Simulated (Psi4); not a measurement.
**UHF/DZ (Cartesian functions) run of CH2F2N (SMILES N[C](F)F)**

Aim: the vertical ionisation energy of CH2F2N at UHF/DZ (Cartesian functions), from 2 runs. 

The calculation is run with Psi4 1.11.

4 further runs of the same task are left out: 3 that didn't finish, 1 set aside as unsound or not needed.

**1. Starting point**

The species is CH2F2N (6 atoms), meant as a doublet with charge 0. SMILES: `N[C](F)F`. The coordinates come from a GFN2-xTB relaxation. This is one conformer, not always the lowest.

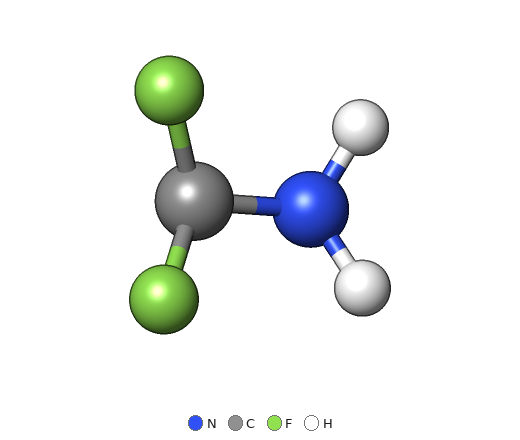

Viewed from a chosen angle; nitrogen blue, carbon grey, fluorine green, hydrogen white.

**2. The response to a field at UHF/DZ (Cartesian functions)**

Input file job.py:

```python
import psi4

psi4.set_memory(1600000000)
psi4.set_num_threads(1)
psi4.core.set_output_file('ch2f2n.out', False)

mol = psi4.geometry("""
0 2
N     -0.10520105     1.44603733     0.30664586
C     -0.81269562    -1.03165818    -0.01456979
F      0.30084440    -2.72825430     1.54220549
F     -0.72607057    -1.89819210    -2.41312357
H      0.39285516     2.39936636    -1.27291952
H      0.95026768     1.81271979     1.85178042
units au
symmetry c1
""")

options = {'basis': 'DZ', 'reference': 'uhf', 'scf_type': 'pk'}
psi4.set_options(options)

e = psi4.properties("scf", properties=['dipole_polarizabilities'])
print('E =', round(e, 9))
for k, v in sorted(psi4.core.scalar_variables().items()):
    print(f'{k:45s} {v:18.10f}')
```

The run is started by

```sh
$ python job.py
```

ch2f2n.out:

```text
[...]
  Running in c1 symmetry.
[...]
  Nuclear repulsion =  124.503114725251763
[...]
  Multiplicity = 2
[...]
  Nalpha       = 17
  Nbeta        = 16
[...]
    Number of basis functions: 44
[...]
   @UHF iter   1:  -292.17709490551027   -5.03971e-01   9.65907e-03 DIIS/ADIIS
[...]
   @UHF iter  11:  -292.27959288966395   -4.37001e-09   6.45419e-07 DIIS
[...]
   @S^2 Observed:                7.573740956E-01
[...]
    Orbital Energies [Eh]
    ---------------------
    Alpha Occupied:
       1A    -26.330182     2A    -26.328427     3A    -15.605830
       4A    -11.470611     5A     -1.700715     6A     -1.630533
       7A     -1.266398     8A     -0.938141     9A     -0.799714
      10A     -0.792068    11A     -0.783945    12A     -0.711863
      13A     -0.675167    14A     -0.663150    15A     -0.648584
      16A     -0.535392    17A     -0.387451
    Alpha Virtual:
      18A      0.228810    19A      0.255322    20A      0.325038
      21A      0.330568    22A      0.372728    23A      0.424190
      24A      0.551860    25A      0.595729    26A      0.665745
[...]
  @UHF Final Energy:  -292.27959288966395
   => Energetics <=
    Nuclear Repulsion Energy =            124.5031147252517627
    One-Electron Energy =                -651.7593029277011283
    Two-Electron Energy =                 234.9765953127854345
    Total Energy =                       -292.2795928896639452
  UHF NO Occupations:
  HONO-2 :   15  A 1.9994377
  HONO-1 :   16  A 1.9979872
[...]
 Multipole Moments:
 ------------------------------------------------------------------------------------
     Multipole            Electronic (a.u.)      Nuclear  (a.u.)        Total (a.u.)
 ------------------------------------------------------------------------------------
 L = 1.  Multiply by 2.5417464519 to convert [e a0] to [Debye]
 Dipole X            :         -0.3664031            0.8766302            0.5102272
 Dipole Y            :         -3.3079598            4.3879561            1.0799963
 Dipole Z            :         -0.5931774            0.7200649            0.1268875
 Magnitude           :                                                    1.2011762
[...]
```

On the terminal:

```text
E = -292.27959289
CURRENT ENERGY                                   -292.2795928897
CURRENT REFERENCE ENERGY                         -292.2795928897
DD SOLVATION ENERGY                                 0.0000000000
DIPOLE POLARIZABILITY XX                           10.9343916328
DIPOLE POLARIZABILITY XY                            1.7591811556
DIPOLE POLARIZABILITY XZ                            1.9018350486
DIPOLE POLARIZABILITY YX                            1.7591813271
DIPOLE POLARIZABILITY YY                           18.1406267615
DIPOLE POLARIZABILITY YZ                           -0.3932188496
DIPOLE POLARIZABILITY ZX                            1.9018346164
DIPOLE POLARIZABILITY ZY                           -0.3932185326
DIPOLE POLARIZABILITY ZZ                           17.4160059502
HF KINETIC ENERGY                                 292.4942178547
HF POTENTIAL ENERGY                              -584.7738107443
HF TOTAL ENERGY                                  -292.2795928897
HF VIRIAL RATIO                                     1.9992662249
NUCLEAR REPULSION ENERGY                          124.5031147253
ONE-ELECTRON ENERGY                              -651.7593029277
PCM POLARIZATION ENERGY                             0.0000000000
PE ENERGY                                           0.0000000000
SCF ITERATION ENERGY                             -292.2795928897
SCF ITERATIONS                                     11.0000000000
SCF TOTAL ENERGY                                 -292.2795928897
TWO-ELECTRON ENERGY                               234.9765953128
```

Run time: 2.1 s. Hardware: 1 thread of Intel Xeon 6975P-C (Granite Rapids), shared host; peak memory 0.19 GiB.

**3. The singlet cation, same level**

Input file ch2f2n.inp:

```
memory 1600 MB

molecule {
  1 1
  N
  C 1 1.374099
  F 2 1.35349 1 116.04119
  F 2 1.35033 3 109.39516 1 132.8941
  H 1 1.011258 2 116.40855 4 0.73032
  H 1 1.009039 5 115.44159 2 140.671
  units angstrom
  symmetry c1
}

set {
  basis DZ
  reference uhf
  scf_type pk
}

e, wfn = properties("hf", properties=['dipole_polarizabilities'], return_wfn=True)
```

The run is started by

```sh
$ psi4 -i ch2f2n.inp -o ch2f2n.out -n 1
```

ch2f2n.out:

```text
[...]
  Running in c1 symmetry.
[...]
  Nuclear repulsion =  124.503113972259143
[...]
  Multiplicity = 1
[...]
  Nalpha       = 16
  Nbeta        = 16
[...]
    Number of basis functions: 44
[...]
   @UHF iter   1:  -291.76494572467914   -9.18220e-02   1.19708e-02 DIIS/ADIIS
[...]
   @UHF iter  10:  -291.93878869718901   -6.01761e-09   3.35611e-07 DIIS
[...]
   @S^2 Observed:               -7.105427358E-15
[...]
    Orbital Energies [Eh]
    ---------------------
    Alpha Occupied:
       1A    -26.653295     2A    -26.651938     3A    -15.946527
       4A    -11.869890     5A     -2.006680     6A     -1.934969
       7A     -1.580165     8A     -1.218479     9A     -1.102411
      10A     -1.101674    11A     -1.049397    12A     -0.991832
      13A     -0.966926    14A     -0.961188    15A     -0.951953
      16A     -0.786983
    Alpha Virtual:
      17A     -0.281007    18A     -0.011184    19A     -0.007329
      20A      0.058082    21A      0.080901    22A      0.128571
      23A      0.177636    24A      0.256418    25A      0.289150
[...]
  @UHF Final Energy:  -291.93878869718901
   => Energetics <=
    Nuclear Repulsion Energy =            124.5031139722591433
    One-Electron Energy =                -641.3351850953481517
    Two-Electron Energy =                 224.8932824258999688
    Total Energy =                       -291.9387886971890111
  UHF NO Occupations:
  HONO-2 :   14  A 2.0000000
  HONO-1 :   15  A 2.0000000
[...]
 Multipole Moments:
 ------------------------------------------------------------------------------------
     Multipole            Electronic (a.u.)      Nuclear  (a.u.)        Total (a.u.)
 ------------------------------------------------------------------------------------
 L = 1.  Multiply by 2.5417464519 to convert [e a0] to [Debye]
 Dipole X            :         -0.0407926            0.3779461            0.3371534
 Dipole Y            :         -0.0149496            0.1208894            0.1059398
 Dipole Z            :          2.7040910           -4.5148279           -1.8107370
 Magnitude           :                                                    1.8449022
[...]
```

Run time: 2.1 s. Hardware: 1 thread of Intel Xeon 6975P-C (Granite Rapids), shared host; peak memory 0.19 GiB.

**4. Summary of results**

At UHF/DZ (Cartesian functions):

| quantity | value |
| --- | --- |
| doublet CH2F2N: total energy | -292.27959 Eh |
| doublet CH2F2N: dipole moment | 3.05 D |
| doublet CH2F2N: HOMO energy (highest over α and β) | -10.54 eV |
| doublet CH2F2N: LUMO energy (lowest over α and β) | 3.78 eV |
| doublet CH2F2N: ⟨S²⟩ | 0.757 |
| doublet CH2F2N: mean static polarisability | 15.5 bohr³ |
| singlet cation: total energy | -291.93879 Eh |
| singlet cation: HOMO energy | -21.41 eV |
| singlet cation: LUMO energy | -7.65 eV |
| singlet cation: HOMO–LUMO gap | 13.77 eV |
| singlet cation: mean static polarisability | 17.0 bohr³ |
| vertical ionisation energy (to the singlet cation) | 9.274 eV |

In words: Removing an electron at fixed nuclei costs 9.27 eV (895 kJ/mol). Only the singlet of the ionised species was computed; a triplet could lie lower.
